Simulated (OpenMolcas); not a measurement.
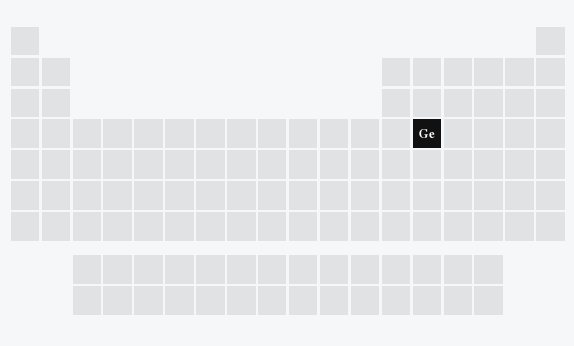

*The place of germanium in the periodic table.*

Run report: Ge²⁺, multiconfigurational calculation

- system: Ge²⁺.
- method: state-averaged CASSCF, active space 2 electrons in the shells 4s 4p, basis ANO-R2, X2C scalar Hamiltonian, spin-orbit coupling by RASSI with atomic mean-field integrals (OpenMolcas)

### Input file
```
&GATEWAY
Coord
1

Ge 0.0 0.0 0.0
Basis=ANO-R2
Group=XYZ
NoMove
AngMom=0.0 0.0 0.0
AMFI
&SEWARD
&RASSCF
FileOrb=start.orb
Symmetry=2
Spin=3
nActEl=2 0 0
Inactive=8 6
Ras2=1 3
CIRoot=3 3 1
SDav=3
CIMx=300
Iter=67 100
PrWF=0.3
OrbListing=Nothing
MaxOrb=0
Atom
>>> COPY $Project.JobIph JOB001
&RASSCF
FileOrb=start.orb
Symmetry=2
Spin=1
nActEl=2 0 0
Inactive=8 6
Ras2=1 3
CIRoot=7 7 1
SDav=7
CIMx=300
Iter=67 100
PrWF=0.3
OrbListing=Nothing
MaxOrb=0
Atom
CIOnly
>>> COPY $Project.JobIph JOB002
```

The file start.orb holds starting orbitals from an earlier step.

Hardware: 1 CPU thread, shared host.

Run as:
```bash
OMP_NUM_THREADS=1 MOLCAS_MEM=2252 MOLCAS_PROJECT=a pymolcas a.inp > a.log  # once for each step of the input, in one work folder
```

### Output (extracts)
```
--- SEWARD ---
Basis set label: GE.ANO-R...6S5P4D3F1G.

      Electronic valence basis set:
      ------------------
      Associated Effective Charge  32.000000 au
      Associated Actual Charge     32.000000 au
      Nuclear Model: Finite nucleus - Gaussian distribution
        Gaussian exponent, Xi/bohr**(-2):  2.52356E+08

      Shell  nPrim  nBasis  Cartesian Spherical Contaminant
         s      20       6        X
         p      15       5        X
         d       9       4                 X
         f       6       3                 X
         g       4       1                 X
                  Relativistic X2C integrals
                  Atomic mean-field integrals
--- RASSCF ---
Wave function specifications:
      -----------------------------

      Number of closed shell electrons          28
      Number of electrons in active shells       2
      Max number of holes in RAS1 space          0
      Max nr of electrons in RAS3 space          0
      Number of inactive orbitals               14
      Number of active orbitals                  4
      Number of secondary orbitals              53
      Spin quantum number                      1.0
      State symmetry                             2
Orbital specifications:
      -----------------------

      Symmetry species                           1   2
                                                ag  au
      Frozen orbitals                            0   0
      Inactive orbitals                          8   6
      Active orbitals                            1   3
      RAS1 orbitals                              0   0
      RAS2 orbitals                              1   3
      RAS3 orbitals                              0   0
      Secondary orbitals                        26  27
      Deleted orbitals                           0   0
      Number of basis functions                 35  36
      Number of CSFs                             3
      Number of root(s) required                 3
      Iter CI   SX   CI       RASSCF       Energy    max ROT     max BLB   max BLB  Level Ln srch  Step   QN
          iter iter root      energy       change     param      element    value   shift minimum  type update
 Nr of preliminary CI iterations:   1
      Total energies have been shifted. Add                -2000.00 au
        1   1    2    0   -96.03922215    0.00E+00   1.22E-07    3  11 1  4.63E-07   0.00   0.00    SX    NO
        2   1    2    0   -96.03922215    4.55E-13  -5.05E-08    6  14 1 -2.03E-07   0.00   0.00    SX    NO
        3   1    2    0   -96.03922215   -1.36E-12   1.09E-08    6  19 1 -1.71E-07   0.00   0.00    SX    NO
        4   1    2    0   -96.03922215   -2.27E-12  -9.15E-09    6  14 1 -1.01E-07   0.00   0.00    SX    NO
      Convergence after  4 iterations
        5   1    2    0   -96.03922215    4.55E-13  -9.15E-09    6  19 1 -7.86E-08   0.00   0.00    SX    NO
      Natural orbitals and occupation numbers for root  1
      sym 1:   1.000000
      sym 2:   1.000000   0.000000   0.000000
      Natural orbitals and occupation numbers for root  2
      sym 1:   1.000000
      sym 2:   0.000000   1.000000   0.000000
      Natural orbitals and occupation numbers for root  3
      sym 1:   1.000000
      sym 2:   0.000000   0.000000   1.000000
::    RASSCF root number  1 Total energy:  -2096.03922215
::    RASSCF root number  2 Total energy:  -2096.03922215
::    RASSCF root number  3 Total energy:  -2096.03922215
--- RASSCF ---
Wave function specifications:
      -----------------------------

      Number of closed shell electrons          28
      Number of electrons in active shells       2
      Max number of holes in RAS1 space          0
      Max nr of electrons in RAS3 space          0
      Number of inactive orbitals               14
      Number of active orbitals                  4
      Number of secondary orbitals              53
      Spin quantum number                      0.0
      State symmetry                             2
Orbital specifications:
      -----------------------

      Symmetry species                           1   2
                                                ag  au
      Frozen orbitals                            0   0
      Inactive orbitals                          8   6
      Active orbitals                            1   3
      RAS1 orbitals                              0   0
      RAS2 orbitals                              1   3
      RAS3 orbitals                              0   0
      Secondary orbitals                        26  27
      Deleted orbitals                           0   0
      Number of basis functions                 35  36
      Number of CSFs                             3
      Number of root(s) required                 7
 ************ ERROR ***********
  You can't ask for more roots
  than there are configurations
 ******************************
--- Stop Module: rasscf at  /rc=_RC_INPUT_ERROR_ ---
.####################.
.# User input error #.
.####################.
```

### Outcome

| quantity | value |
| --- | --- |
| outcome | refused by the program |

### Diagnosis

The input is odd on purpose: wrong symmetry. The program refused the input: “You can't ask for more roots”. Limits: RASSCF multiplicity 1: _RC_INPUT_ERROR_.
